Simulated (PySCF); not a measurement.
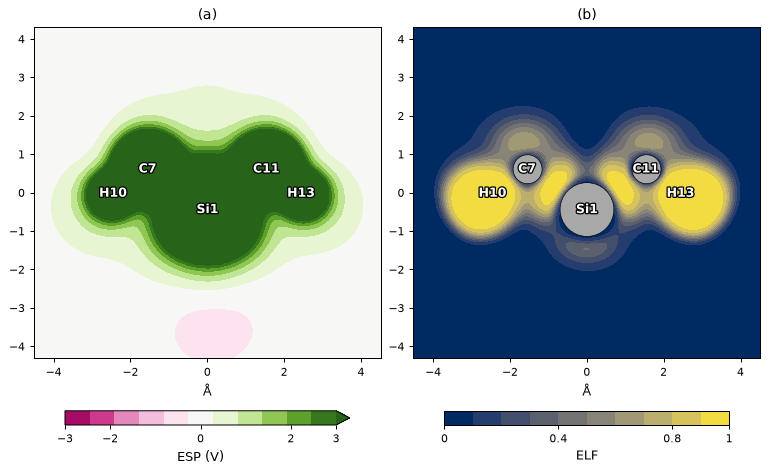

The picture shows: C$_{3}$H$_{9}$BrSi (SMILES C[Si](C)(C)Br). (a) electrostatic potential; (b) electron localisation function on the plane of atoms Si1, C11 and H13. Grey discs cover the atomic cores in the ELF map.

Geometry: PBE0-D3(BJ)/def2-SVP.

Theory: PySCF 2.14.0, CAM-B3LYP/def2-SVPD, SCF density, gas phase.

The calculation's input:

```
{"job": {"kind": "uv", "xc": "CAM-B3LYP", "basis": "def2-SVPD", "ip": true, "nstates": 10}, "charge": 0, "multiplicity": 1}
Si     0.003574    -0.002581     0.393593
Br     0.038418     0.003580     2.650345
C      1.782433    -0.014254    -0.187015
H      2.329312     0.856649     0.204670
H      1.822625     0.018124    -1.288200
H      2.299273    -0.924983     0.151138
C     -0.886846     1.549879    -0.152900
H     -1.923414     1.559124     0.216269
H     -0.911380     1.607263    -1.253294
H     -0.379464     2.448792     0.228349
C     -0.907015    -1.546132    -0.144036
H     -1.943215    -1.541028     0.225954
H     -0.410263    -2.448126     0.242597
H     -0.933478    -1.610127    -1.244248
```

Run with:

```sh
OMP_NUM_THREADS=1 python probes_run.py task.json out
```

> Describe what can be read from this map.

Atoms in the plane: Si, C and H. C–Si (1.87 Å): the ELF peaks at about 0.95 between the atoms (a shared electron pair). C–H (1.10 Å): the ELF climbs to about 1 towards the hydrogen, as it does in any bond to H; a covalent bond by its length. Outside the dense part of the molecule the potential is most negative (−0.4 V) near H6 and H10, which lies off the plane.
